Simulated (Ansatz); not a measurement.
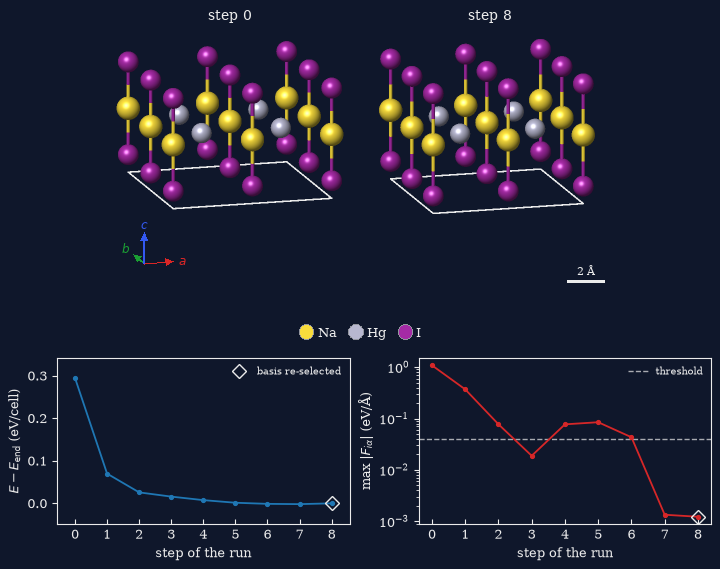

First and last geometry of a relaxation of a free-standing layer of NaHgI2 (a generated structure, set up in P4/mmm) (coarse preliminary run), with the history of the run. A ball-and-stick model of the 2 × 2 repeat of the cell, outlined in the plane, without the vacuum, seen slightly off an axis.

Level of theory: DFT PBE, scalar-relativistic, plane waves, PAW in Ansatz 0.2.0.

Input file:
```yaml
crystal:
  lattice:
    - [4.5705068423, 0.0, 0.0]
    - [0.0, 4.5705068423, 0.0]
    - [0.0, 0.0, 32.11118292]
  atoms:
    - { symbol: Na, position: [1.0, 1.0, 0.2958470893] }
    - { symbol: Hg, position: [0.5, 0.5, 0.2958470893] }
    - { symbol: I, position: [0.0, 0.0, 0.2134599804] }
    - { symbol: I, position: [0.0, 0.0, 0.3782341981] }
  periodic: [true, true, false]
basis:
  ecutwfc: 420
kpoints:
  mp_grid: { grid: [4, 4, 1] }
hamiltonian:
  xc: pbe
scf:
  occupations: { method: gaussian, width: 0.1 }
  lower_state_search: "off"
output:
  forces: true
  stress: true
  eigenvalues: true
relax:
  adjacent_minimum: "off"
  f_tol: 0.04
  max_steps: 70
  cell: { stress_2d_tol: 0.16 }
```

Launched with:
```bash
ansatz run input.yaml --threads 1 --pin off --max-ram 2048MiB --backend cpu --events-out ev --progress --plain --runs-dir out
```

Q: Did the run converge, and what did it change?

A: It converged. The energy falls by 0.295 eV per cell of the calculation in 7 accepted moves (8 points after the start). Largest force component: 1.1 eV/Å at the start, 0.0012 eV/Å at the end. At 1 point the geometry stayed and the basis and grid were re-selected for the new cell (energy shift of 1.9 meV per cell of the calculation at most each time). The largest moves, 0.27 Å, are those of I3 and I4. I3 goes along the normal (−c). Hg and Na stay in place. In the plane the drawn cell goes a 9.141 → 8.655 Å (−5.3 %), b 9.141 → 8.655 Å (−5.3 %). Among the contacts that change: Na1–I3 2.646 → 2.917 Å. The program noted that it reset the height of the cell. Cost: 2.6 min on 1 thread of Intel(R) Xeon(R) Platinum 8259CL CPU @ 2.50GHz (Skylake/Cascade Lake), on a shared host, peak memory 0.9 GiB.

Limits of the set-up: the cell has an odd number of electrons but was run without spin polarisation; an odd number of electrons was run without spin polarisation, which fails if the electron would localise.
